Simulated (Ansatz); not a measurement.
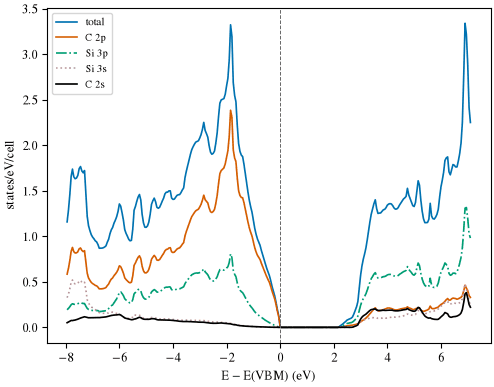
Fig. 1. Total and projected density of states of SiC (wurtzite, space group No. 186), DFT-PBEsol in the program Ansatz with PAW potentials

### Question
Which orbitals carry the states next to the gap?

### Answer
Top 1 eV of the valence band: C 2p 84 %, Si 3p 12 %. Bottom 1 eV of the conduction band: Si 3p 45 %, C 2p 14 %, C 2s 12 %, Si 3s 8 %, outside the projected shells 21 %. Projections are on Löwdin-orthogonalised atomic valence shells; empty p or d shells of many metals are not among them.

### Question
Where is the tallest occupied peak in this window, and what makes it?

### Answer
Near -1.8 eV, about 3.3 states/eV per cell; the largest projected share is C 2p.

Space group P6_3mc (wurtzite). Symmetry was held in the PBEsol relaxation.

Potentials: the later of the program's two PAW sets.
